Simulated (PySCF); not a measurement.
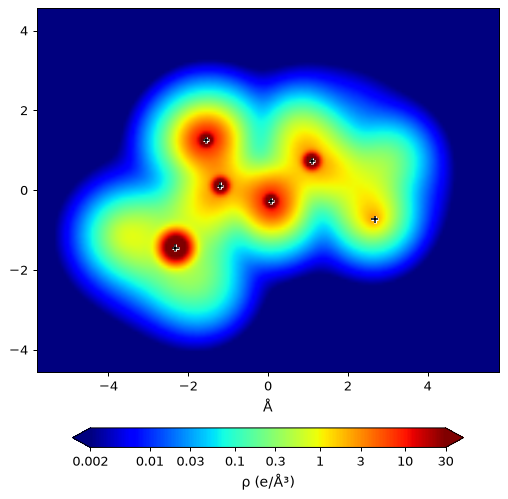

The total electron density on a plane through atoms (crosses mark nuclei in the plane).

Level of theory: CAM-B3LYP/def2-SVPD, SCF density, gas phase in PySCF.

Candidates:
A. C4H9FO2Si (SMILES CC(C)OC(=O)[SiH2]F)
B. C4H9FGeO

Which system is this?

Answer. Candidate A: C4H9FO2Si on the plane of atoms C2, O4 and C5, which holds C, O, Si and H. C–O (1.21 Å): ρ is about 3.4 e/Å³ halfway. C–Si (1.92 Å): ρ is about 0.97 e/Å³ halfway.
